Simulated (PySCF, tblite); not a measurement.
# C₆H₆F radical: geometry, infrared bands and EPR parameters

Wanted: the infrared bands and EPR parameters of C₆H₆F radical (`[CH2]C1=C(F)CC=C1`), by calculation.

Programs: tblite 0.8.0 and PySCF 2.14.0, with density-fitted response routines of our own. Each step states its level of theory. These are calculated values for one molecule in the gas phase, unless marked as measured. Atoms count from 0, in the outputs and in this text.

### Step 1. The starting structure

13 atoms, charge 0, multiplicity 2; geometry from: force field or distance geometry start.

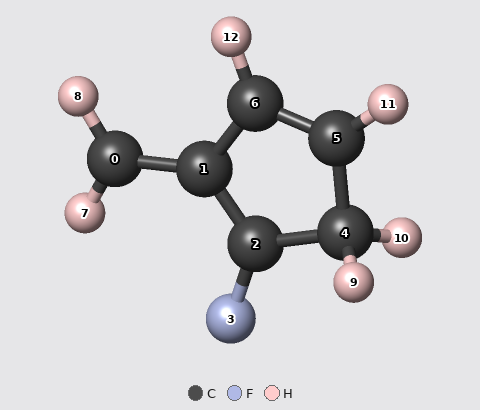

As it starts; carbon dark grey, fluorine light blue, hydrogen pink, atoms numbered; sticks join atoms by distance.

### Step 2. Geometry optimisation with GFN2-xTB

Job settings and geometry (Å):

```
{"job": {"kind": "relax", "xc": "GFN2-xTB", "basis": "xTB"}, "charge": 0, "multiplicity": 2}
C      2.181500     0.193100    -0.272800
C      0.749000     0.124400    -0.111100
C      0.076900    -1.019300     0.107700
F      0.620600    -2.230900     0.169700
C     -1.398100    -0.751300     0.249200
C     -1.447700     0.742200     0.077000
C     -0.199700     1.215800    -0.118700
H      2.781400    -0.699800    -0.235400
H      2.656000     1.150300    -0.432800
H     -1.972900    -1.252500    -0.539500
H     -1.769600    -1.054800     1.223500
H     -2.346800     1.334300     0.117400
H      0.065100     2.249100    -0.251900
```

On the command line:

```
$ OMP_NUM_THREADS=1 python probes_run.py task.json out
```

The driver reads the jobs from task.json and runs them one after another.

What it wrote:

```text
step      E/eV     max force
  0    -558.81042    3.927
  1    -558.94116    1.047
  2    -558.96616    0.443
  3    -558.97518    0.285
  4    -558.98519    0.292
  5    -558.99007    0.251
  6    -558.99307    0.122
  7    -558.99426    0.094
  8    -558.99508    0.079
  9    -558.99581    0.095
 10    -558.99657    0.094
 11    -558.99730    0.081
 12    -558.99807    0.083
 13    -558.99883    0.090
 14    -558.99943    0.068
 15    -558.99985    0.058
 16    -559.00020    0.055
 17    -559.00058    0.046
 18    -559.00091    0.041
 19    -559.00111    0.038
 20    -559.00120    0.026
 21    -559.00126    0.018
 22    -559.00129    0.011
 23    -559.00130    0.007
```

It took 0.09 s on 1 thread of Arm Neoverse V2, shared host.

Step by step:

```csv
step,energy from step 0 (eV),largest force (eV/Å)
0,0.0000,3.9272
1,-0.1307,1.0471
2,-0.1557,0.4426
3,-0.1648,0.2855
4,-0.1748,0.2923
5,-0.1796,0.2505
6,-0.1826,0.1222
7,-0.1838,0.0940
8,-0.1847,0.0786
9,-0.1854,0.0945
10,-0.1861,0.0943
11,-0.1869,0.0811
12,-0.1876,0.0834
13,-0.1884,0.0905
14,-0.1890,0.0680
15,-0.1894,0.0576
16,-0.1898,0.0549
17,-0.1902,0.0457
18,-0.1905,0.0406
19,-0.1907,0.0383
20,-0.1908,0.0257
21,-0.1908,0.0177
22,-0.1909,0.0114
23,-0.1909,0.0070
```

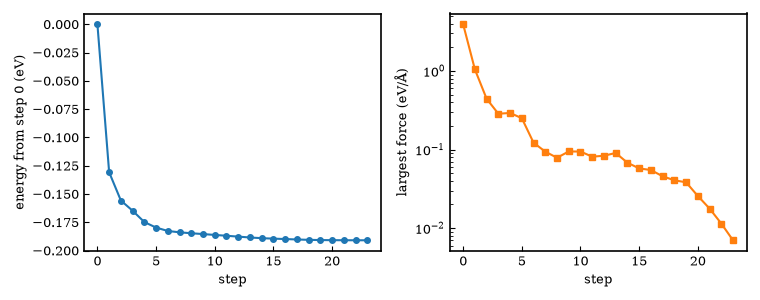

Energy and largest force along the relaxation.

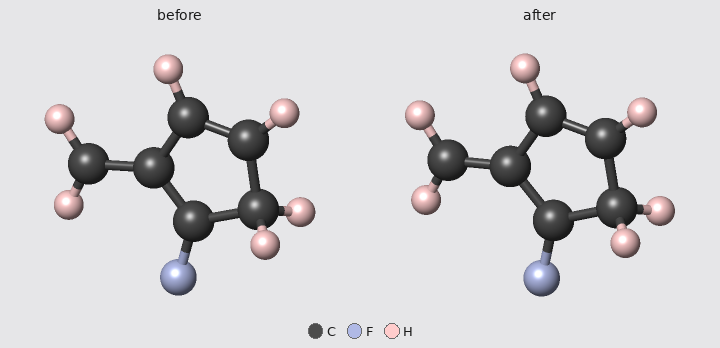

Before and after, at one scale.

Close pairs (by a distance rule), those that changed most:

```csv
bond,before (Å),after (Å),change (Å)
C0–C1,1.443,1.370,-0.073
C1–C2,1.344,1.393,+0.049
C2–C4,1.506,1.485,-0.021
C1–C6,1.446,1.466,+0.020
C5–C6,1.349,1.333,-0.016
C2–F3,1.329,1.341,+0.012
C4–H10,1.086,1.095,+0.009
C0–H8,1.080,1.074,-0.007
```

The final coordinates are the input of the step that follows.

### Step 3. Harmonic vibrations with GFN2-xTB

Job settings and geometry (Å):

```
{"job": {"kind": "ir", "xc": "GFN2-xTB", "basis": "xTB"}, "charge": 0, "multiplicity": 2}
C      2.160547     0.232805    -0.274207
C      0.805973     0.114005    -0.106642
C      0.053804    -1.039015     0.107437
F      0.534172    -2.288608     0.191015
C     -1.396042    -0.749394     0.241919
C     -1.407302     0.739328     0.077505
C     -0.172976     1.205211    -0.115895
H      2.798240    -0.631726    -0.250644
H      2.614828     1.192824    -0.431926
H     -1.994361    -1.255845    -0.522457
H     -1.794708    -1.063243     1.212169
H     -2.315928     1.312317     0.117047
H      0.109364     2.231828    -0.263050
```

What it wrote:

```text
mode    cm-1     km/mol
  1     170.2      5.22
  2     238.7      0.01
  3     247.1      2.99
  4     338.4      3.26
  5     413.6      3.15
  6     533.2      1.02
  7     560.9      4.03
  8     567.9      9.38
  9     710.4      2.42
 10     742.8     36.26
 11     764.6     18.34
 12     820.2     18.47
 13     869.5      1.84
 14     901.3      0.04
 15     929.1      2.40
 16    1009.7      8.80
 17    1042.7      1.82
 18    1073.9      5.21
 19    1147.4     15.65
 20    1194.7     14.26
 21    1274.3     16.27
 22    1287.8     45.29
 23    1371.0     37.63
 24    1402.5     38.45
 25    1442.1     72.46
 26    1523.5     14.71
 27    1634.3      5.93
 28    2911.6     10.09
 29    2946.4     22.79
 30    3126.3      4.28
 31    3129.0     14.36
 32    3144.6     33.95
 33    3164.5     25.24
```

It took 0.24 s on 1 thread of Arm Neoverse V2, shared host.

The strongest bands and the atoms that carry them (share of the mass-weighted mode):

```csv
cm⁻¹,km/mol,atoms
743,36.3,"H7 39 %, H8 34 %, C0 24 %"
1288,45.3,"C4 28 %, C2 27 %, C6 11 %"
1371,37.6,"H7 30 %, C1 23 %, H8 18 %, C2 12 %"
1402,38.5,"H10 41 %, H9 41 %"
1442,72.5,"C2 34 %, H8 18 %, C1 16 %, C0 11 %"
2946,22.8,"H9 48 %, H10 47 %"
3145,34.0,"H12 61 %, H11 30 %"
3164,25.2,"H8 52 %, H7 37 %, C0 10 %"
```

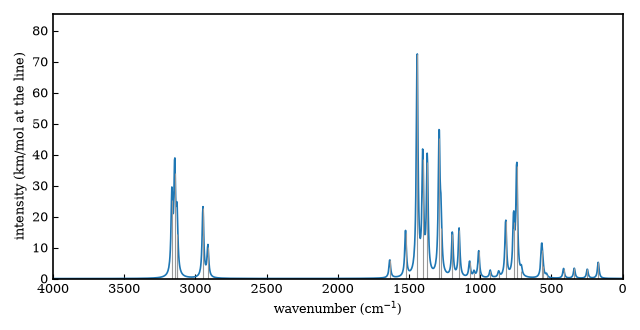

The infrared spectrum from these modes, unscaled. Lines are broadened to a width of 14 cm⁻¹ (Lorentzian).

### Step 4. EPR parameters: B3LYP/pcH-1

The job, as its differences from that of step 3:

```diff
@@ -1,2 +1,2 @@
-{"job": {"kind": "ir", "xc": "GFN2-xTB", "basis": "xTB"}, "charge": 0, "multiplicity": 2}
+{"job": {"kind": "epr", "basis": "pcH-1"}, "charge": 0, "multiplicity": 2}
 C      2.160547     0.232805    -0.274207
```

With the program's defaults for keys left out, this is: UKS B3LYP, pcH-1 on C F H, non-relativistic, mean-field spin-orbit, GIAO.

What it wrote:

```text
UKS, coarse grid
  cycle   1  E = -331.95159410  |g| = 4.17e-01
  cycle   2  E = -331.85062743  |g| = 6.40e-01
  cycle   3  E = -332.02433481  |g| = 1.13e-01
  cycle   4  E = -332.03035816  |g| = 5.10e-02
  cycle   5  E = -332.03177960  |g| = 1.80e-02
  cycle   6  E = -332.03197412  |g| = 7.38e-03
  cycle   7  E = -332.03203386  |g| = 4.39e-03
  cycle   8  E = -332.03205232  |g| = 1.82e-03
  cycle   9  E = -332.03205755  |g| = 6.35e-04
UKS, final grid
  cycle   1  E = -332.03204714  |g| = 5.91e-04
  cycle   2  E = -332.03204741  |g| = 7.77e-04
  cycle   3  E = -332.03204772  |g| = 2.12e-04
  cycle   4  E = -332.03204786  |g| = 2.10e-04
  cycle   5  E = -332.03204795  |g| = 6.16e-05
  cycle   6  E = -332.03204795  |g| = 1.27e-05
E = -332.03204795 Eh   <S^2> = 0.7819 (exact 0.7500)
g shifts (ppm)      1          2          3
  rmc          -173       -173       -173
  gc              2         37         39
  oz_so         -42       1320       1833
  total        -213       1183       1699
hyperfine (MHz)  atom isotope    a_iso     a_fc   dipolar eigenvalues
    0   13C      51.45      51.45    -49.28    -47.70     96.98
    1   13C     -48.49     -48.49    -25.59      9.46     16.13
    2   13C      69.57      69.57    -59.37    -55.85    115.22
    3   19F      95.77      95.77   -166.45   -135.02    301.47
    4   13C     -20.44     -20.44     -1.19     -0.19      1.39
    5   13C      -6.41      -6.41    -10.63      4.45      6.18
    6   13C       6.82       6.82     -3.41     -1.51      4.92
    7    1H     -38.92     -38.92    -20.79     -1.32     22.11
    8    1H     -40.26     -40.26    -24.09     -0.16     24.26
    9    1H      51.15      51.15     -3.38     -3.02      6.40
   10    1H      51.12      51.12     -3.38     -3.02      6.40
   11    1H       2.74       2.74     -1.26     -0.21      1.48
   12    1H      -3.70      -3.70     -1.67     -1.53      3.20
```

It took 45 s on 1 thread of Arm Neoverse V2, shared host; peak memory 0.86 GiB.

Principal g values 2.00211, 2.00350, 2.00402; g(iso) = 2.00321, against 2.00232 for a free electron.

Mean a(iso) over the nuclei that a row names, and the largest dipolar term of the row (other rows stand at the frozen geometry):

```csv
nuclei,isotope,a(iso) (MHz),"a(iso) (G, at g = 2.0023)",largest dipolar term (MHz)
F3,19F,95.8,34.2,301.5
C2,13C,69.6,24.8,115.2
C0,13C,51.4,18.4,97.0
"H9, H10",1H,51.1,18.2,6.4
C1,13C,-48.5,-17.3,-25.6
"H7, H8",1H,-39.6,-14.1,24.3
C4,13C,-20.4,-7.3,1.4
C6,13C,6.8,2.4,4.9
C5,13C,-6.4,-2.3,-10.6
H12,1H,-3.7,-1.3,3.2
H11,1H,2.7,1.0,1.5
```

Mulliken spin populations:

C0 0.67; C1 -0.23; C2 0.59; F3 0.04; C4 -0.04; C5 -0.06; C6 0.05; H7 -0.03; H8 -0.03; H9 0.03; H10 0.03; H11 0.00; H12 0.00

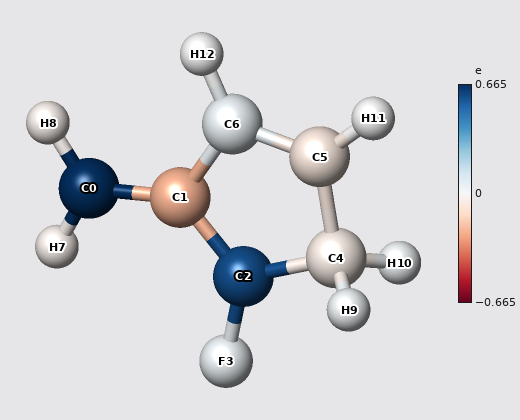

Mulliken spin populations, as colours on the atoms.

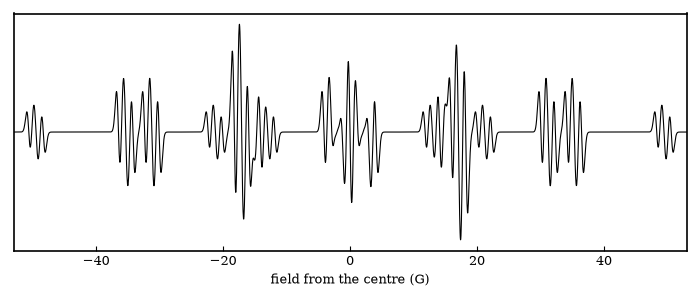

First-order isotropic spectrum (first derivative, main isotopes with spin only, couplings over 0.8 MHz, Gaussian width 0.3 G; couplings of the frozen geometry, rotation of groups not averaged beyond the rows shown).

The fields below are evaluated on a grid from the run's orbitals.

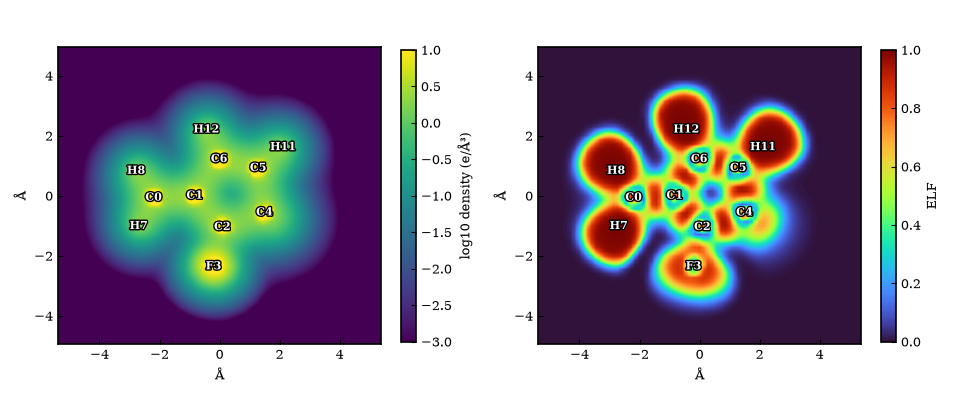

Density (left) and ELF (right) in a plane through or near 11 of the atoms.

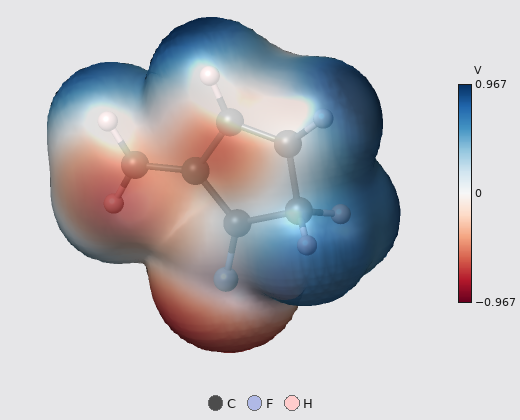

Electrostatic potential on the surface of density 0.002 e/bohr³; red is low, blue high. It runs from -0.70 V near F3 to 0.97 V near H11.

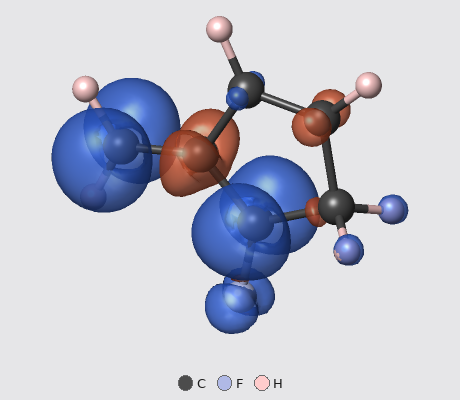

Spin density at ±0.03 e/Å³ (alpha excess blue, beta excess red).

### Step 5. What came out

| quantity | value |
| --- | --- |
| strongest single infrared mode (GFN2-xTB) | 1442 cm⁻¹, 72 km/mol |
| zero-point energy (GFN2-xTB) | 60.9 kcal/mol |
| g(iso) (B3LYP) | 2.00321 |
| ⟨S²⟩ | 0.782 (exact 0.75) |
| largest a(iso) (averaged by class) | 19F on F3, 95.8 MHz |
| potential on the surface of density 0.002 e/bohr³, 1st and 99th percentile | -0.70 V and 0.97 V |

In words: Relaxing lowered the energy by 0.191 eV in 23 steps; the close pair that moved most is C0–C1, from 1.443 to 1.370 Å. All 33 modes are real, so the xTB geometry is a minimum. The strongest single mode, at 1442 cm⁻¹, is carried by C2, H8, C1, C0. GFN2-xTB is a fitted tight-binding method: band positions and strengths are rough. Its intensities can rank the bands wrongly. The largest spin populations lie on C0 (0.67 e), C2 (0.59 e). The isotropic g lies 0.9 ppt above the free-electron value. The conformer search found further structures of the same energy, which may be mirror or relabelled copies of this one.
